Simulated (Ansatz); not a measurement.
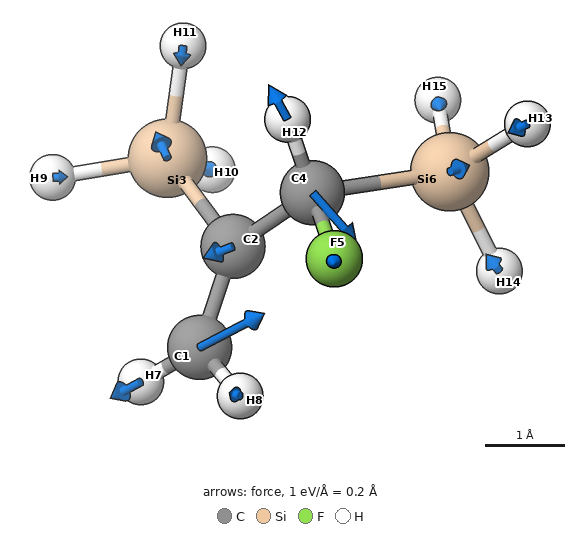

Starting geometry of C$_{3}$H$_{9}$FSi$_{2}$ with the computed forces as blue arrows. The picture is a ball-and-stick view, seen at a tilt.

The run prepares the start of a later molecular dynamics calculation, from a guessed geometry.

These are results of UKS PBE0-D4/STO-3G (Ansatz 0.2.0), not measurements.

Input
```yaml
crystal:
  periodic: [false, false, false]
  atoms:
    - { symbol: C, position_ang: [0.1075, -1.5182, -1.3965] }
    - { symbol: C, position_ang: [0.3607, -0.5357, -0.4935] }
    - { symbol: Si, position_ang: [1.5332, -0.8699, 0.8851] }
    - { symbol: C, position_ang: [-0.1045, 0.8982, -0.573] }
    - { symbol: F, position_ang: [-0.6661, 1.1169, -1.8467] }
    - { symbol: Si, position_ang: [-1.5595, 1.3573, 0.63] }
    - { symbol: H, position_ang: [0.4932, -2.4786, -1.3744] }
    - { symbol: H, position_ang: [-0.5771, -1.2356, -2.2399] }
    - { symbol: H, position_ang: [2.6762, -1.718, 0.46] }
    - { symbol: H, position_ang: [0.8482, -1.5446, 2.0292] }
    - { symbol: H, position_ang: [2.0984, 0.4207, 1.4078] }
    - { symbol: H, position_ang: [0.6605, 1.612, -0.4259] }
    - { symbol: H, position_ang: [-2.0359, 2.7825, 0.4357] }
    - { symbol: H, position_ang: [-2.7743, 0.4711, 0.492] }
    - { symbol: H, position_ang: [-1.0822, 1.1911, 2.0395] }
magnetization:
  spin_polarized: true
basis:
  gaussian: { orbitals: STO-3G }
hamiltonian:
  xc: pbe0
  dispersion: d4
relax:
  f_tol: 0.02
  max_steps: 40
```

Launched with:
```bash
ansatz run input.yaml --threads 1 --pin off --max-ram 2048MiB --backend cpu --events-out ev --progress --plain --runs-dir out
```

What follows when this structure is relaxed?

It isn't relaxed: the largest force vector, on C1, is 5.70 eV/Å. The final displacements have little in common with the starting forces (cosine between the two patterns 0.18). The energy falls by 72.7 kJ/mol in 17 accepted moves (18 points after the start). The largest force component goes from 5.2 to 0.018 eV/Å. The line search rejected the trial step at point 9 of the run. The atom that moves furthest after the best rigid fit is H9 (0.53 Å). Largest moves by element: H 0.53 Å, C 0.16 Å, Si 0.12 Å, F 0.12 Å. Near-neighbour distances that change, for instance: Si6–H13 1.515 → 1.443 Å, Si6–H14 1.510 → 1.442 Å, C4–H12 1.057 → 1.118 Å, Si3–H11 1.503 → 1.444 Å. Bond angles that change, for instance: F5–C4–Si6 103.0° → 111.4°, C1–C2–C4 126.5° → 118.8°, C2–C4–H12 114.3° → 107.4°. Groups turn about C2–Si3 by about 20°.

Limits of the set-up: STO-3G is a minimal basis, so the numbers are rough.
